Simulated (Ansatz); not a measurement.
System: cubic perovskite CsSrF₃. Method: PBEsol (PAW; Ansatz, a quantum-chemistry and plane-wave program).

Run with plane-wave cutoff 520 eV, 8×8×8 k mesh, Fermi–Dirac smearing 0.01 eV, scalar-relativistic PAW data made under PBE.

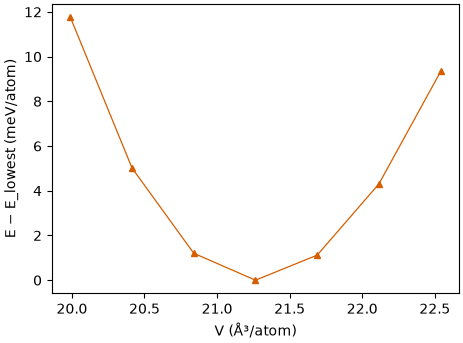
Fig. 1. Total energy against volume

From the curve, estimate the equilibrium volume and the bulk modulus.

V0 ≈ 21.3 Å³/atom and B0 ≈ 44 GPa; the fit gives V0 = 21.264 Å³/atom, B0 = 43.7 GPa, B′ = 4.8.

Note: the relaxation could not lower the start's symmetry, so the cell can be a saddle point above a distorted one.

Spin–orbit coupling is not included.

Static lattice: no zero-point or thermal effects.

The result took roughly 70 core-seconds.
